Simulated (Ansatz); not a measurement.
# WS2 monolayer (1T): a soft mode frozen in, part 3 of 3

Aim: this structure of WS2 monolayer (1T) is to be tested for unstable modes, and one is followed downhill.

Ansatz 0.2.0; DFT PBEsol, scalar-relativistic, plane waves, PAW; PAW set soft_1.

So far. Step 5 (Energy along the mode, all amplitudes (two of the runs …): The lowest of the steps tried is at 0.22 Å, 35.6 meV/atom below the parent; the bottom of the well need not coincide with a step. Step 7 (The new phase in its own primitive cell): The largest force component left is 0.14 meV/Å, within the tolerances set.

## 8. Modes of the new phase, k-mesh 8×8×1

A relaxed structure may still be a saddle point, so its zone-centre modes are computed. No field response is asked, since the mesh shows no gap.

input.yaml reads:

```yaml
crystal:
  lattice:
    - [4.7683044186, 2.7529818397, 0.0]
    - [-0.0293105062, 5.5567309651, 0.0]
    - [0.0, 0.0, 29.504]
  atoms:
    - { symbol: W, position: [0.0259792031, -0.0519584061, 0.3389370737] }
    - { symbol: W, position: [0.3333333333, 0.3333333333, 0.3389370737] }
    - { symbol: W, position: [0.6406874636, 0.7186250728, 0.3389370737] }
    - { symbol: S, position: [0.9892190491, 0.3333333333, 0.3869709097] }
    - { symbol: S, position: [0.3437753552, 0.6581705691, 0.3935503859] }
    - { symbol: S, position: [0.668612591, 1.0084960976, 0.3935503859] }
    - { symbol: S, position: [0.3228913115, 0.0084960976, 0.2843237615] }
    - { symbol: S, position: [0.6774476176, 0.3333333333, 0.2909032376] }
    - { symbol: S, position: [-0.0019459243, 0.6581705691, 0.2843237615] }
  periodic: [true, true, false]
kpoints:
  mp_grid: { grid: [8, 8, 1] }
hamiltonian:
  xc: pbesol
  pseudopotentials: { kind: paw, azcp: { folder: soft_1 }, xc_functional: pbe }
scf:
  occupations: { method: methfessel_paxton, width: 0.2 }
output:
  eigenvalues: true
phonons:
  method: dfpt
```

Launch:

```
$ ansatz run input.yaml --threads 4 --pin off --max-ram 16384MiB --backend cpu --events-out ev --progress --plain --runs-dir out
```

Numbers of over 12 decimals in the logs are rounded to 6 here.

What it wrote:

```text
[...]
Crystal: 9 atoms, lattice volume = 784.124 Å³
Basis set: ecut = 420 eV, 15355 PW (Γ), exchange–correlation on 96×96×400 points (8 copies of the dense FFT grid, shifted against one another)
Bands: 48, of which v1, the nominal top of the filled ones, is band 39 counted from 1 (38 counted from 0)
Symmetry: 4 space group operations
k-points: 34 of 64 (irreducible under 1 space group operation, time reversal used)
[...]
SCF iter   1: F=—  HF=-36089.300071 eV  |F-HF|=—  |Δ(HF+E_count)|=         —  Δρ=2.16e-2  dr2=4.37e0  ethr=3.10e-3  ⟨swp⟩=16.8  Hψ=12340  notcnv=0
[...]
SCF iter  12: F=-36087.885502 eV  HF=-36087.885502 eV  |F-HF|=4.51e-10  |Δ(HF+E_count)|=   2.64e-9  S|Δr|=    0.00e0  Δρ=3.46e-8  dr2=8.54e-12  ethr=1.00e-12  ⟨swp⟩=26.1  Hψ=16759  notcnv=0
SCF 1 converged in 12 iterations: F = -36087.885502 eV  dr2 = 8.54e-12
[...]
DFPT response loops at Γ: preconditioner auto → none (partly filled bands, converged f_vac=0.764); β = 0.50; Broyden in place of MSR1
SCF converged after 12 iterations
[...]
Free energy (F): -36087.885502 eV
[...]
Internal energy: -36087.889651 eV  (E = F + TS)
E sigma→0 (E₀):  -36087.886539 eV
Entropy (-TS):   0.004148 eV (0.461 meV/atom)
Fermi energy:    -4.969878 eV
[...]
--- Band table (eV; the first three rows and the last of 34) ---
  k-point 0: bands = [... 35 lower, -6.0149, -5.8196, -5.4684, -5.4656, -4.6576, -4.6369, -4.5777, -3.9181, ... 5 higher]
  k-point 1: bands = [... 35 lower, -6.1309, -6.1075, -5.8517, -4.9916, -4.7909, -4.6368, -4.2779, -3.7628, ... 5 higher]
  k-point 2: bands = [... 35 lower, -6.6910, -6.4004, -5.8879, -4.9464, -4.9229, -4.4585, -3.9480, -3.5207, ... 5 higher]
  k-point 33: bands = [... 35 lower, -6.9319, -6.8442, -6.3365, -5.6338, -4.6984, -4.1981, -3.8544, -3.0278, ... 5 higher]
--- Phonons (Γ-DFPT): 15 representative perturbations + reference, on 34 of 64 k-points (Σ response iterations 74) ---
  ASR residual: 7.921e-5 → 0.000e0 eV/Å²; symmetrization residual: 1.411e-5 eV/Å²
[...]
ASR residual per site (eV/Å²): 5.25e-5 7.92e-5 5.22e-5 1.86e-5 2.66e-5 2.66e-5 2.38e-5 1.75e-5 2.38e-5
  Γ frequencies (cm⁻¹): -177.32 -97.63 0.00 0.00 0.00 21.12 99.06 120.81 147.59 238.79 256.66 256.98 279.76 290.14 301.49 310.68 316.78 318.12 320.88 324.07 334.24 343.38 372.35 384.87 389.77 395.63 434.52
  non-analytic LO–TO correction: not included (Born effective charges unavailable; polar crystals: no LO–TO splitting at Γ)
```

Run time: 15 min. Hardware: 4 threads of Arm Neoverse V1, shared host; peak memory 4.5 GiB; 58 min of CPU time.

Numbers from this step:

| Property | Result |
| --- | --- |
| sum-rule residual before enforcement | 7.92e-5 eV/Å² |
| point group | 2/m |
| highest optical mode at the zone centre (no LO-TO term) | 434.5 cm⁻¹ |
| lowest optical zone-centre mode | -177.3 cm⁻¹ |

Patterns of degenerate modes are one choice out of their space. The modes at Γ (shares of kinetic energy by element, %) (negative means imaginary):

```
mode  frequency (cm⁻¹)  symmetry  W %  S %
   1            -177.3        Bu   85   15
   2             -97.6        Au   92    8
   3               0.0  acoustic   74   26
   4               0.0  acoustic   74   26
   5               0.0  acoustic   74   26
   6              21.1        Bg   94    6
   7              99.1        Bu   89   11
   8             120.8        Bg   81   19
   9             147.6        Ag   87   13
  10             238.8        Bu   25   75
  11             256.7        Ag    1   99
  12             257.0        Au   20   80
  13             279.8        Bg    0  100
  14             290.1        Bu   12   88
  15             301.5        Bu   11   89
  16             310.7        Bg   14   86
  17             316.8        Au    1   99
  18             318.1        Ag    5   95
  19             320.9        Bg    4   96
  20             324.1        Ag    6   94
  21             334.2        Au   10   90
  22             343.4        Bu   10   90
  23             372.4        Ag    1   99
  24             384.9        Bg    7   93
  25             389.8        Au    3   97
  26             395.6        Ag    2   98
  27             434.5        Bu   20   80
```

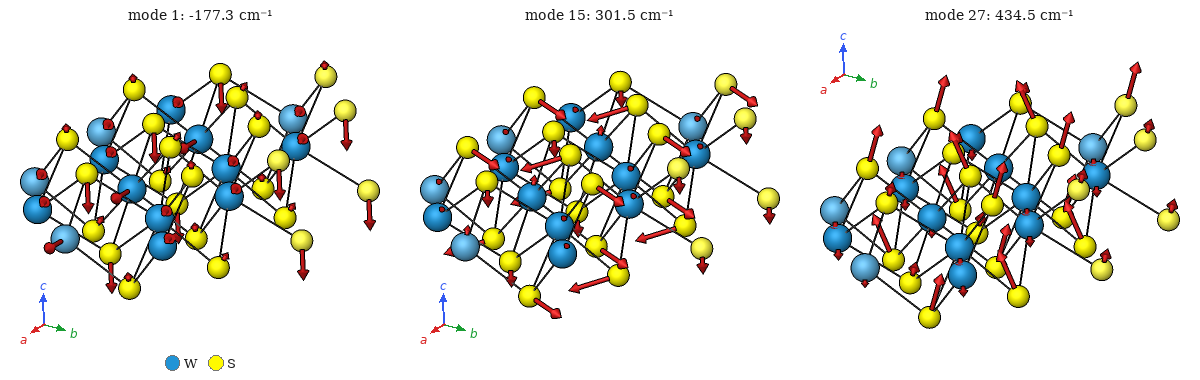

Displacement patterns of modes 1, 15 and 27 at Γ; arrows are exaggerated. 2×1×1 cells are drawn. Some periodic images of atoms are drawn too.

Before it was imposed, the acoustic sum rule was missed by 7.9e-5 eV/Å². Small misses are needed for a sound result but don't prove that mesh and cutoff are converged. The lowest optical mode is imaginary, 177.3i cm⁻¹, so the energy falls along it.

## 9. What came out

```
unstable mode of the parent                                                      : q = (0.333, 0.333, 0), 152i cm⁻¹
depth at the lowest point sampled                                                : 35.6 meV/atom
largest atomic shift at that point                                               : 0.22 Å
space group reached (within 0.01 Å)                                              : C2/m
energy gained over the parent (first relaxation, on the mesh of the frozen mode) : 46.1 meV/atom
area per atom, phase reached                                                     : 2.95 Å²
lowest optical zone-centre mode, phase reached                                   : -177 cm⁻¹
highest optical mode at the zone centre (no LO-TO term), phase reached           : 435 cm⁻¹
```

Along this mode the structure falls into C2/m, 46.1 meV/atom below the parent. At the parent's cell the well is 35.59 meV/atom deep on the steps tried, with its lowest point at a shift of 0.22 Å. Relaxing atoms and cell changes the gain by +10.53 meV/atom against the lowest step (energies at zero smearing). The new phase still has an imaginary mode at the zone centre of its cell, so it is a saddle point on the way to a lower structure. Of the 4 patterns followed to their end from this parent, this one ends 64.6 meV/atom above the lowest, P2_1/m. Each path keeps the symmetry of its pattern, so a lower phase may lie along a pattern not tried. With no gap, or one that is small against the smearing, the frequencies hang on the k mesh and the smearing, most of all near Kohn anomalies. In a sheet or slab the interpolated bending branch near Γ is rough, since the rotational sum rule isn't imposed. A semilocal functional can close a gap that the real compound would have, so the metallic treatment may be an artefact of the level. Spin-orbit coupling is left out, which can matter for the heavy elements here. The PAW files were made for PBE and serve the other functionals too. The starting cell was built on a prototype and not taken from a measurement.

[Logs are printed without paths, hosts, clocks, repeated set-up lines and the standing remarks that a program may print on its own settings, such as how far it seeks lower states.]

[Hosts, paths, dates, database ids (printed as entryN), source tags and the programs' standing remarks are cut or masked in the printed files.]
